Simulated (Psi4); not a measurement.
# MP3/def2-TZVPP run of SiH3F (SMILES F[SiH3])

What is the vertical singlet–triplet gap of SiH3F at MP3/def2-TZVPP? 

The results are computed with Psi4 1.11.

1 further run of the same task is left out (set aside as unsound or not needed).

## Step 1: The structure to begin with

SiH3F has 5 atoms, charge 0, and is taken as a singlet. SMILES: `F[SiH3]`. The shape is that of a PBE0-D4/def2-TZVP optimisation.

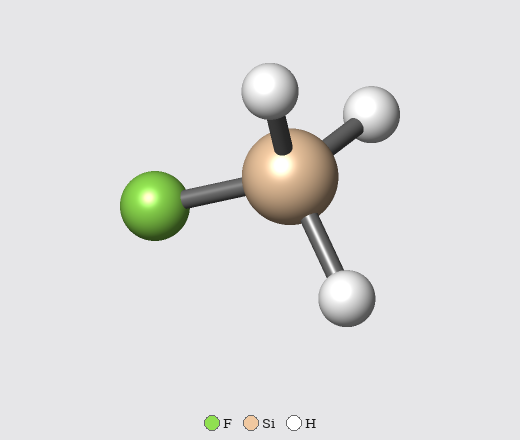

The structure, seen from a chosen angle (fluorine green, silicon light orange, hydrogen white).

## Step 2: A single-point energy at MP3/def2-TZVPP

The input, run.py:

```python
import psi4

psi4.set_memory('1600 MB')
psi4.set_num_threads(1)
psi4.core.set_output_file('output.dat', False)

molecule = psi4.geometry("""
F     -1.274600     0.162800     0.858000
Si     0.043300    -0.019300    -0.030700
H     -0.367800    -0.192600    -1.443700
H      0.768600    -1.217900     0.451600
H      0.880500     1.193400     0.123400
symmetry c1
""")

psi4.set_options({
    'puream': True,
    'e_convergence': 1e-09,
    'd_convergence': 1e-08,
    'scf_type': 'pk',
    'num_frozen_docc': 6,
    'mp_type': 'conv',
})

result, w = psi4.energy('mp3/def2-TZVPP', molecule=molecule, return_wfn=True)
print(f'mp3/def2-TZVPP energy: {result:.10f} Eh')
```

Started as:

```bash
$ python run.py
```

output.dat, cut to the lines that bear on the results:

```text
[...]
  Running in c1 symmetry.
[...]
  Nuclear repulsion =   63.042807224251995
[...]
  Multiplicity = 1
[...]
  Nalpha       = 13
  Nbeta        = 13
[...]
    Number of basis functions: 115
[...]
   @RHF iter   1:  -390.18594424270879   -6.44543e-01   2.88189e-03 ADIIS/DIIS
[...]
   @RHF iter  10:  -390.23211231805629   -2.78533e-12   2.58893e-09 DIIS
[...]
    Orbital Energies [Eh]
    ---------------------
    Doubly Occupied:
       1A    -68.815755     2A    -26.284853     3A     -6.160902
       4A     -4.268273     5A     -4.267272     6A     -4.267271
       7A     -1.585561     8A     -0.774966     9A     -0.668323
      10A     -0.668322    11A     -0.640023    12A     -0.491160
      13A     -0.491140
[...]
  @RHF Final Energy:  -390.23211231805629
   => Energetics <=
    Nuclear Repulsion Energy =             63.0428072242519946
    One-Electron Energy =                -667.7821951045737023
    Two-Electron Energy =                 214.5072755622653915
    Total Energy =                       -390.2321123180563518
[...]
 Multipole Moments:
 ------------------------------------------------------------------------------------
     Multipole            Electronic (a.u.)      Nuclear  (a.u.)        Total (a.u.)
 ------------------------------------------------------------------------------------
 L = 1.  Multiply by 2.5417464519 to convert [e a0] to [Debye]
 Dipole X            :         -2.7605108            3.2256518            0.4651410
 Dipole Y            :          0.3815890           -0.4457978           -0.0642088
 Dipole Z            :          1.8617657           -2.1753133           -0.3135476
 Magnitude           :                                                    0.5646158
[...]
	SCS-MP2 Total Energy (a.u.)        :  -390.61923888175363
	SOS-MP2 Total Energy (a.u.)        :  -390.62152031583804
[...]
	SOS-PI-MP2 Total Energy (a.u.)     :  -390.65147477720586
[...]
	MP2 Total Energy (a.u.)            :  -390.61467601358481
[...]
	SCS-MP3 Total Energy (a.u.)        :  -390.62303819153192
[...]
	MP3 Total Energy (a.u.)            :  -390.62987325269802
[...]
```

On the terminal:

```text
mp3/def2-TZVPP energy: -390.6298732527 Eh
```

It took 13 s on 1 thread of Intel Xeon 6975P-C (Granite Rapids), shared host; peak memory 1.4 GiB.

## Step 3: The triplet, same level

The input, run_ase.py:

```python
import numpy as np
from ase.calculators.psi4 import Psi4
from ase import Atoms

a = Atoms(['F', 'Si', 'H', 'H', 'H'], positions=[
    [-1.274600, 0.162800, 0.858000],
    [0.043300, -0.019300, -0.030700],
    [-0.367800, -0.192600, -1.443700],
    [0.768600, -1.217900, 0.451600],
    [0.880500, 1.193400, 0.123400],
])
calc = Psi4(atoms=a, method='mp3', basis='def2-TZVPP', memory='1600MB', num_threads=1, charge=0, multiplicity=3, label='psi4-calc', reference='uhf')
calc.psi4.set_options({'puream': True, 'e_convergence': 1e-09, 'd_convergence': 1e-08, 'scf_type': 'pk', 'num_frozen_docc': 6, 'maxiter': 100, 'mp_type': 'conv'})
a.calc = calc

print(f'energy: {a.get_potential_energy():.6f} eV')
```

Started as:

```bash
$ python run_ase.py
```

psi4-calc.dat, cut to the lines that bear on the results:

```text
[...]
  Running in c1 symmetry.
[...]
  Nuclear repulsion =   63.042807224251995
[...]
  Multiplicity = 3
[...]
  Nalpha       = 14
  Nbeta        = 12
[...]
    Number of basis functions: 115
[...]
   @UHF iter   1:  -389.85409199797897   -3.12691e-01   3.15196e-03 ADIIS/DIIS
[...]
   @UHF iter  24:  -389.93392781609430   -1.46088e-11   6.34497e-09 DIIS
[...]
   @S^2 Observed:                2.008851713E+00
[...]
  @UHF Final Energy:  -389.93392781609430
   => Energetics <=
    Nuclear Repulsion Energy =             63.0428072242519946
    One-Electron Energy =                -666.9566851273159500
    Two-Electron Energy =                 213.9799500869696374
    Total Energy =                       -389.9339278160942968
  UHF NO Occupations:
  HONO-2 :   12  A 1.9967905
  HONO-1 :   13  A 1.0000000
[...]
 Multipole Moments:
 ------------------------------------------------------------------------------------
     Multipole            Electronic (a.u.)      Nuclear  (a.u.)        Total (a.u.)
 ------------------------------------------------------------------------------------
 L = 1.  Multiply by 2.5417464519 to convert [e a0] to [Debye]
 Dipole X            :         -3.2940923            3.2256518           -0.0684405
 Dipole Y            :          0.3341840           -0.4457978           -0.1116138
 Dipole Z            :          1.3323942           -2.1753133           -0.8429191
 Magnitude           :                                                    0.8530266
[...]
	SCS-MP2 Total Energy (a.u.)        :  -390.31097346094509
	SOS-MP2 Total Energy (a.u.)        :  -390.30909814156752
[...]
	SOS-PI-MP2 Total Energy (a.u.)     :  -390.33795739737315
[...]
	MP2 Total Energy (a.u.)            :  -390.31472409970036
[...]
	SCS-MP3 Total Energy (a.u.)        :  -390.31390012047814
[...]
	MP3 Total Energy (a.u.)            :  -390.32643073783260
[...]
```

On the terminal:

```text
energy: -10621.323182 eV
```

Run time: 34 s. Hardware: 1 thread of Intel Xeon 6975P-C (Granite Rapids), shared host; peak memory 1.4 GiB.

## Step 4: What came out

Level: MP3/def2-TZVPP, 6 core orbitals frozen.

```
                                                           quantity          value
                                              singlet: total energy  -390.62987 Eh
                       singlet: HOMO energy (Hartree–Fock orbitals)      -13.36 eV
                       singlet: LUMO energy (Hartree–Fock orbitals)        2.91 eV
                     singlet: HOMO–LUMO gap (Hartree–Fock orbitals)       16.27 eV
               singlet: correlation energy (6 core orbitals frozen)     -397.8 mEh
                                              triplet: total energy  -390.32643 Eh
triplet: HOMO energy (Hartree–Fock orbitals) (highest over α and β)       -4.71 eV
 triplet: LUMO energy (Hartree–Fock orbitals) (lowest over α and β)       -3.94 eV
               triplet: correlation energy (6 core orbitals frozen)     -392.5 mEh
                         triplet: ⟨S²⟩ of the reference determinant          2.009
                   vertical energy of the triplet above the singlet       8.257 eV
```

At this shape the triplet lies 8.26 eV (797 kJ/mol) above the singlet.
